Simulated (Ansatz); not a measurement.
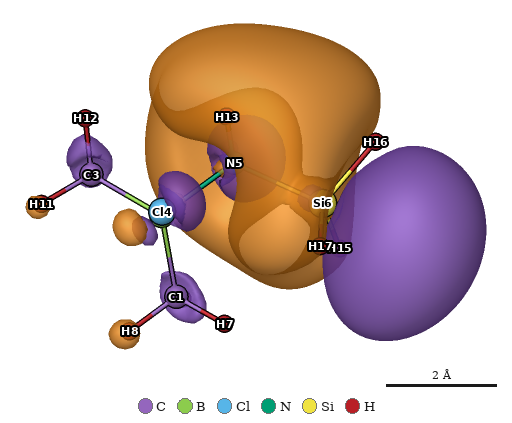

Figure. C2H11BClNSi. One frontier orbital at ±0.06 Å⁻³ᐟ² (orange and purple are the two phases), seen across its widest extent.

Geometry: PBE0-D4/def2-TZVP.

Level of theory: Ansatz 0.2.0, RKS PBE0-D4/def2-TZVPP.

```yaml
atoms:
  - { symbol: C, position_ang: [-0.8336, 0.5775, -1.2477] }
  - { symbol: B, position_ang: [0.0472, -0.5415, -0.5201] }
  - { symbol: C, position_ang: [-0.6278, -1.9828, -0.3719] }
  - { symbol: Cl, position_ang: [1.7727, -0.6770, -1.2846] }
  - { symbol: N, position_ang: [0.4132, -0.0300, 1.0209] }
  - { symbol: Si, position_ang: [0.9352, 1.6939, 1.1742] }
  - { symbol: H, position_ang: [-0.3390, 1.5498, -1.3525] }
  - { symbol: H, position_ang: [-1.0650, 0.2463, -2.2635] }
  - { symbol: H, position_ang: [-1.7943, 0.7440, -0.7446] }
  - { symbol: H, position_ang: [-1.6009, -1.9320, 0.1343] }
  - { symbol: H, position_ang: [-0.8116, -2.4164, -1.3583] }
  - { symbol: H, position_ang: [-0.0032, -2.6991, 0.1735] }
  - { symbol: H, position_ang: [1.1395, -0.6658, 1.3447] }
  - { symbol: H, position_ang: [-0.4052, -0.2055, 1.6012] }
  - { symbol: H, position_ang: [-0.3104, 2.4875, 1.2400] }
  - { symbol: H, position_ang: [1.6698, 1.7990, 2.4593] }
  - { symbol: H, position_ang: [1.7946, 2.0516, 0.0354] }
```

Q: Which orbital is it: HOMO or LUMO?

A: The LUMO, at −0.54 eV. It lies mainly on Si6 (about 45 %), H14 (about 10 %), N5 (about 10 %) and H13 (about 10 %).
